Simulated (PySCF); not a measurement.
Molecule: CH₈GeO₂Si, SMILES C[Si](O)(O)[GeH3]. Atoms near the plane z = 1.2 Å, at the CAM-B3LYP/def2-SVP optimised geometry (x, y, z in Å): Si1 (-0.2, -1.2, 0.0), C2 (-0.8, 0.6, 0.0), O3 (-0.7, -2.0, 1.4), O4 (1.5, -1.2, 0.0), H7 (-1.9, 0.6, 0.1), H8 (-0.4, 1.2, 0.8), H9 (-0.1, -1.9, 2.1).

Level of theory: CAM-B3LYP/def2-TZVP run with PySCF. Cells within 0.4 Å of a nucleus heavier than hydrogen are left out (blank, or x). The values are rescaled to run from 0 to 1.

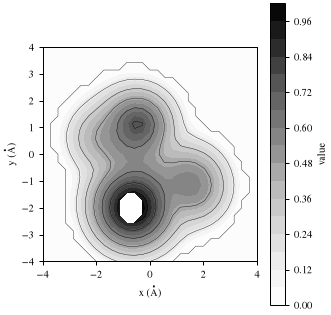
Fig. 1. a field on the plane z = 1.2 Å.

Problem. Which quantity is mapped?
A) electrostatic potential
B) an orbital amplitude
C) deformation density (molecule minus spherical neutral atoms)
D) log10 of the electron density

Solution. D, log10 of the electron density. In full: log10 of the electron density (e/bohr³), floored at −4.
